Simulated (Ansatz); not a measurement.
# Bi2Te3, pressure series

Take Bi$_{2}$Te$_{3}$ in the Bi2Te3 type structure (space group R-3m, No. 166; a = 4.315 Å, c = 29.619 Å (hexagonal axes)) as the base.

Cell and atoms are relaxed at each pressure.

Computed with PBEsol-D3(BJ), PAW, 420 eV (Ansatz, a quantum-chemistry and plane-wave program; without spin-orbit coupling).

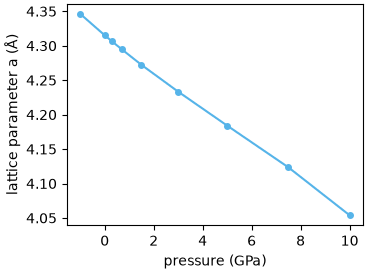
*Lattice parameter a against pressure*

From the plot, what is the lattice parameter a for pressure 5 GPa?

About 4.18 Å.

Is the trend monotonic over the range shown?

Yes, it falls throughout, spanning 4.054 Å to 4.346 Å.

The mesh was chosen for an insulator and is coarse for the gapless case. Load acts through the strain it causes; cell and atoms are relaxed under it. Whether these cells are dynamically stable was not tested. No other phases were tried under pressure. The final runs are not spin-polarised.
